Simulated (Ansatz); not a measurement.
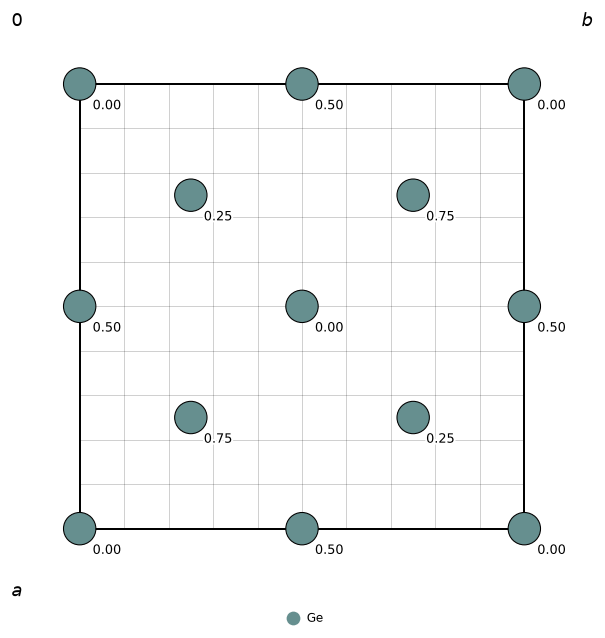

Plan of a unit cell projected along c (a down the page, b across); the numbers are heights as fractions of c, and atoms on the cell's edges are repeated. The grid marks tenths of a and b. Source: the input geometry of an electronic-structure calculation (not necessarily at equilibrium). Symmetry computed with spglib at a tolerance of 0.002 Å; standard conventional cell.

a = 5.622 Å, b = 5.622 Å, c = 5.622 Å, α = 90.00°, β = 90.00°, γ = 90.00°.

Question: What does the cell contain?

Answer: 8 Ge: Ge, Z = 8.

Question: Which space group?

Answer: No. 227, Fd-3m, origin choice 1, face-centred cubic.

Question: Give the independent sites, coordinates to two places.

Answer:
```
atom  site  symmetry     x     y     z
  Ge    8a      -43m  0.50  0.00  0.50
```
